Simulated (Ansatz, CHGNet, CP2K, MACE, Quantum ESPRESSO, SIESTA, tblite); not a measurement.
# How stiff is random rock-salt alloy of NbC and TiC (64 atoms)? Programs compared

Aim: pressure against volume for random rock-salt alloy of NbC and TiC (64 atoms), with plane waves as the reference.

The results are calculated values.

## Step 1: The cell

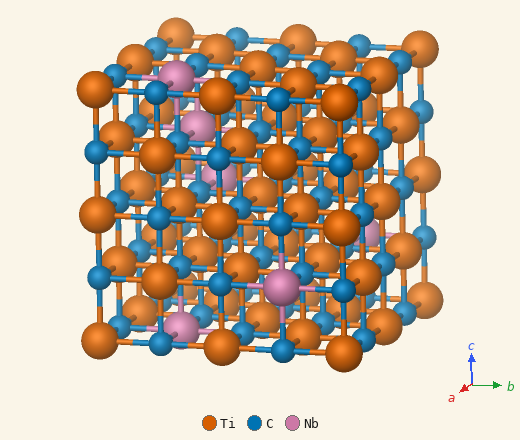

The cell (titanium orange, carbon blue, niobium pink). Some periodic images of atoms are drawn too.

The cell holds 64 atoms (28 Ti, 32 C and 4 Nb), with edges of 8.69, 8.69 and 8.69 Å. Recipe: rock-salt NbC, 2 x 2 x 2 conventional cells, 28 of 32 Nb sites given to Ti at random (x = 0.875), lattice by Vegard's rule (a = 4.346 Å); not relaxed, displaced by a Gaussian of 0.02 Å. Then the atoms were relaxed with MACE MPA-0 medium in the fixed cell.

Bonds by pair of elements; cutoffs follow the first minimum of g(r), held within bounds set by covalent radii, and pairs that aren't listed don't count as bonded:

```tsv
pair A-B	cutoff (Å)	bonds	mean length (Å)	spread (Å)	shortest (Å)	B about A	A about B
C-Ti	2.76	168	2.17	0.01	2.15	5.25	6
C-Nb	2.81	24	2.20	0.003	2.19	0.75	6
```

## Step 2: The reference input

Quantum ESPRESSO 7.5: Kohn-Sham DFT, PBE, SSSP efficiency 1.3.0 pseudopotentials, plane waves. Its input, pw.in, for the unchanged cell:

```
&control
  calculation = 'scf'
  pseudo_dir = './pseudo'
  outdir = './tmp'
  disk_io = 'none'
  tprnfor = .true.
  tstress = .true.
/
&system
  ibrav = 0
  nat = 64
  ntyp = 3
  ecutwfc = 60
  ecutrho = 480
  nosym = .true.
  occupations = 'smearing'
  smearing = 'fd'
  degauss = 0.003675
/
&electrons
  conv_thr = 3.2e-07
  electron_maxstep = 100
  mixing_beta = 0.2
  mixing_mode = 'local-TF'
  diagonalization = 'david'
/
ATOMIC_SPECIES
Ti 47.867 Ti.upf
C 12.011 C.upf
Nb 92.906 Nb.upf
CELL_PARAMETERS angstrom
8.69160 0.00000 0.00000
0.00000 8.69160 0.00000
0.00000 0.00000 8.69160
ATOMIC_POSITIONS crystal
Ti 0.00072 0.99997 0.99903
C 0.25020 0.99993 0.99978
Ti 0.00021 0.25058 0.24959
C 0.25018 0.25040 0.24729
[... 58 atom lines left out ...]
Ti 0.74957 0.75041 0.50042
C 0.50023 0.75022 0.49994
K_POINTS gamma
```

```console
$ OMP_NUM_THREADS=1 mpirun -np 2 pw.x -in pw.in > output.txt
```

The job ended after 5.8 min (2 MPI ranks of Arm Neoverse V1, shared host; peak memory 2.1 GiB).

It converged with an r.m.s. force component of 0.053 eV/Å and a pressure of 0.052 GPa.

## Step 3: The levels

Every level solves the same cells as single points. CPU time is summed over a level's finished runs, on a host shared with the other runs, so it is rough; the force column is the median over cells of the r.m.s. difference of force components from the reference.

| level | basis or training data | k-points | runs finished | CPU time | peak memory (GiB) | force difference (meV/Å) |
| --- | --- | --- | --- | --- | --- | --- |
| QE, PBE | plane waves, SSSP efficiency, 60/480 Ry | Γ | 3 of 3 | 35 min | 2.2 | reference |
| SIESTA DZP, PBE | DZP orbitals, shift 0.01 Ry, mesh 500 Ry | Γ | 3 of 3 | 36 min | 2.0 | 46 |
| CP2K double zeta, LDA | DZVP-MOLOPT-SR, GTH-PADE potentials, 800 Ry | Γ | 3 of 3 | 42 min | 5.8 | 16 |
| tblite GFN1-xTB | tight binding with its own dispersion term | Γ | 3 of 3 | 19 s | 0.12 | 159 |
| CHGNet 0.3.0 | trained on PBE(+U) plane-wave data | - | 3 of 3 | 13 s | 0.94 | 92 |
| MACE MPA-0 medium | trained on PBE(+U) plane-wave data | - | 3 of 3 | 28 s | 1.0 | 53 |

The reference's own r.m.s. force component runs from 52 to 61 meV/Å over these cells. MACE MPA-0 medium relaxed the atoms, so in the cells that it relaxed its own forces are small, and its entry isn't an independent test there.

## Step 4: Pressure against volume

The cell is scaled evenly with fractional positions held. The unchanged volume is 10.259 Å³ an atom. Pressures in GPa:

```tsv
level	-3 %	0	+3 %
QE, PBE	8.36	0.05	-7.16
SIESTA DZP, PBE	7.38	-0.82	-7.87
CP2K double zeta, LDA	-6.58	-14.37	-21.00
tblite GFN1-xTB	-6.47	-12.71	-17.91
CHGNet 0.3.0	10.37	2.67	-4.96
MACE MPA-0 medium	11.39	1.94	-5.95
```

Energy less that of the unchanged cell at the same level, in meV an atom:

```tsv
level	-3 %	+3 %
QE, PBE	8.14	6.82
SIESTA DZP, PBE	6.06	8.57
CP2K double zeta, LDA	-20.32	34.14
tblite GFN1-xTB	-18.62	29.60
CHGNet 0.3.0	12.89	2.48
MACE MPA-0 medium	12.55	4.09
```

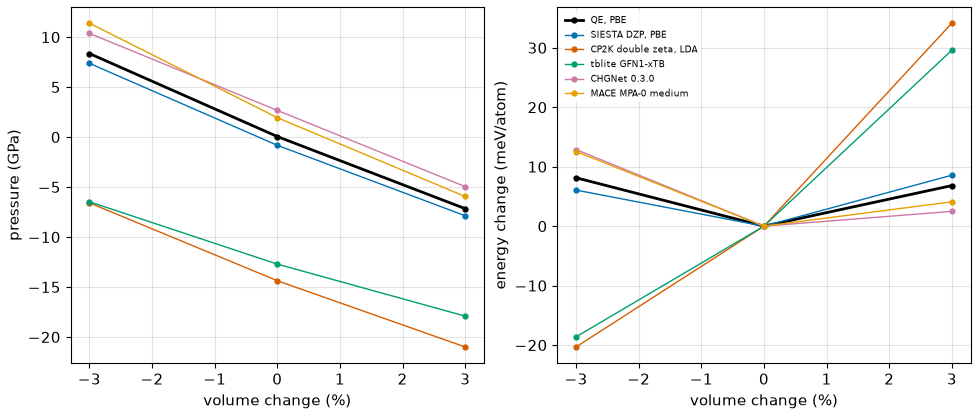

Pressure and energy against volume, by level.

## Step 5: Moduli

From the three volumes nearest the unchanged one: B from the slope of pressure against ln V and from the curvature of the energy, the pressure that the slope of the energy implies, and the volume change at which the printed pressure crosses zero (a dash if it doesn't within the range).

```tsv
level	B from pressures (GPa)	B from energies (GPa)	printed pressure (GPa)	pressure from energies (GPa)	zero pressure at (%)
QE, PBE	258.6	259.6	0.05	0.34	+0.0
SIESTA DZP, PBE	254.1	253.9	-0.82	-0.65	-0.3
CP2K double zeta, LDA	240.3	239.8	-14.37	-14.18	-
tblite GFN1-xTB	190.8	190.4	-12.71	-12.55	-
CHGNet 0.3.0	255.4	266.7	2.67	2.71	+1.0
MACE MPA-0 medium	289.0	288.7	1.94	2.20	+0.7
```

As a check by hand on the reference: from -3 to +3 % the pressure falls by 15.52 GPa while ln V grows by 0.0600, a ratio of 258.6 GPa.

## Step 6: Outcome

The plane-wave reference (PBE) gives a bulk modulus of 258.6 GPa from its pressures, at a volume where its pressure is 0.05 GPa; that pressure crosses zero at +0.0 %. Other programs at PBE: SIESTA DZP, PBE 254.1 GPa (-2 %); its pressure lies -0.88 GPa from the reference's. Other functionals: CP2K double zeta, LDA 240.3 GPa (-7 %); its pressure lies -14.42 GPa from the reference's.

Learned potentials: CHGNet 0.3.0 255.4 GPa (-1 %) and MACE MPA-0 medium 289.0 GPa (+12 %); their pressures lie +1.89 to +2.62 GPa from the reference's. Tight binding: tblite GFN1-xTB 190.8 GPa (-26 %); its pressure lies -12.76 GPa from the reference's. The moduli are read at one volume but at unlike pressures, and a cell under tension is as a rule softer than one under compression. Moduli from the energies run from 190 to 289 GPa, within 10 % of those from pressures.

Caveats: Atoms are held in fractional coordinates, so these moduli are upper bounds to relaxed ones. Three points at finite strain give rough moduli, at the given volume rather than at zero pressure. Pressures at a fixed plane-wave cutoff or in a small atom-centred basis hold some basis error. The reference samples only Γ, in a cell whose shortest periodic width is 9 Å. The reference isn't exact: its cutoffs and mesh weren't converged further here. SIESTA's automatically made basis is far from complete, and its potentials were converted by us (checked for H, C, O, Si, Ge and Ca alone). The learned potentials mimic data converged in k, so the sampling error of the reference's coarse mesh counts against them here, while programs on the same mesh share it. Spin–orbit coupling is left out. The reference has no spin polarisation, so local moments can't form. Where levels are smeared, the DFT runs use Fermi–Dirac occupations at 580 K (0.05 eV), and energies are free energies.

[Logs are printed without paths, hosts, clocks, repeated set-up lines and the standing remarks that a program may print on its own settings, such as how far it seeks lower states.]

[Hosts, paths, dates, database ids (printed as entryN), source tags and the programs' standing remarks are cut or masked in the printed files.]
